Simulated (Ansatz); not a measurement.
TiO$_{2}$ (rutile)

```xyz
6
Lattice="4.5973 0.0000 0.0000 0.0000 4.5973 0.0000 0.0000 0.0000 2.9543" Properties=species:S:1:pos:R:3 pbc="T T T"
Ti     0.0000     0.0000     0.0000
Ti     2.2987     2.2987     1.4771
O      1.4004     1.4004     0.0000
O      3.6991     0.8983     1.4771
O      0.8983     3.6991     1.4771
O      3.1969     3.1969     0.0000
```

This relaxed cell (volume V₀) is scaled evenly in all directions, its shape held. The atoms relax within the cell's symmetry.

Calculation: r2SCAN (plane waves to 500 eV, PAW, scalar-relativistic; Ansatz, an electronic-structure program). k mesh 7×7×11 (Γ-centred), Fermi-Dirac smearing 0.05 eV. Energies are smeared free energies. With the shape held, the modulus is that of even scaling; a crystal free to change shape is softer. The PAW data are Ansatz's earlier set. TiO2 is run without spin polarisation. TiO2 was relaxed with its symmetry unable to fall. ΔE is measured from the relaxed starting cell.

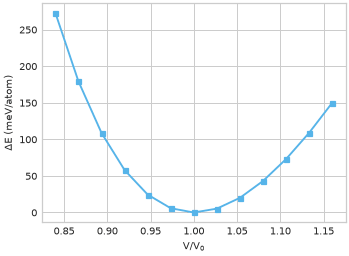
*ΔE (meV/atom) against V/V₀; markers are the computed points, lines only join them.*

Question: What is ΔE at V/V₀ = 1.160?

Answer: About 150 meV/atom.

Question: What is ΔE at V/V₀ = 0.840?

Answer: About 270 meV/atom.

Question: What bulk modulus at fixed cell shape B₀ follows from a third-order Birch-Murnaghan fit?

Answer: About 240 GPa.

(Under strain, the slope of the energy per volume gives the stress and its curvature an elastic modulus.)
